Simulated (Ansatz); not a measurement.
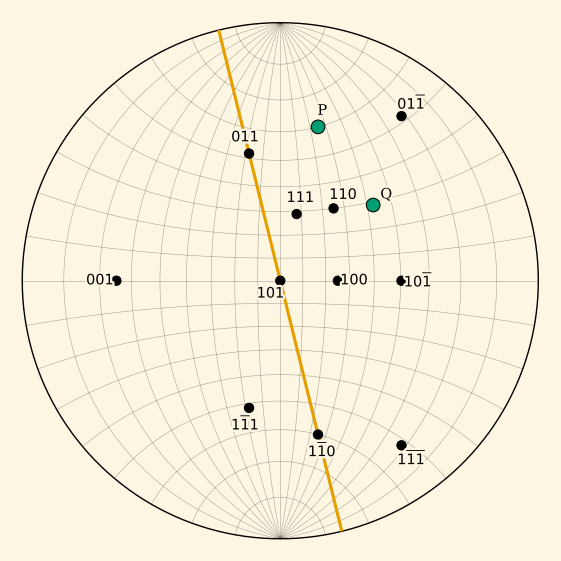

For ZrW, the end point of a relaxation with DFT PBE, scalar-relativistic, plane waves, PAW (Ansatz 0.2.0); the starting structure was generated, so it need not be a known form of this composition: stereographic projection of plane normals (upper hemisphere) centred on (1 0 1). Symmetry computed with spglib at a tolerance of 0.002 Å; standard conventional cell.

a = 2.876 Å, b = 2.876 Å, c = 5.302 Å, α = 90.00°, β = 90.00°, γ = 120.00°.

Index the poles marked P, Q.

Answer. P is (0 1 0), in four indices (0 1 −1 0), 63.1° from the centre; Q is (1 1 −1), in four indices (1 1 −2 −1), 49.8° from the centre.

Which zone does the coloured great circle trace?

Answer. The zone [1 1 −1]: its poles satisfy h + k − l = 0.

What is the angle between the normals of (0 1 0) and (0 1 1), and what are their d_hkl = 1/|g|?

Answer. 25.2°; d = 2.491 Å and 2.254 Å.
